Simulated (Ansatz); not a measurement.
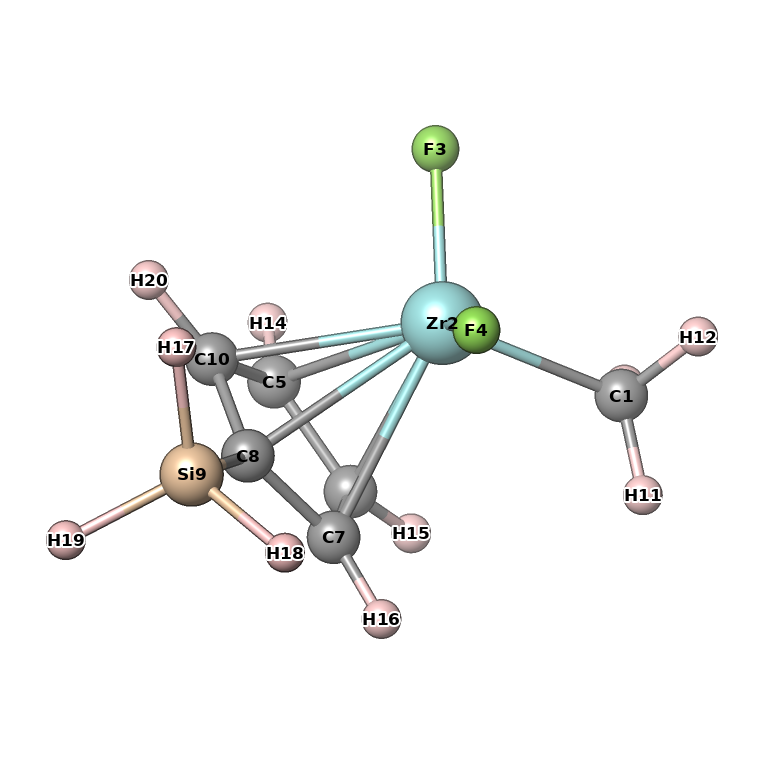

C8 lies behind Si9. The molecule seen a little off the Si9–C8 bond, Si9 in front. Atoms fade into the background with distance from the viewer. The species is neutral and a spin singlet. The geometry was computed by an optimisation with PBE0-D4/def2-TZVP. No frequency run is at hand to confirm it as a minimum.

> What is the torsion angle H17–Si9–C8–Zr2? The sign is positive where the front bond must turn clockwise to cover the back bond.

53°, synclinal (gauche).
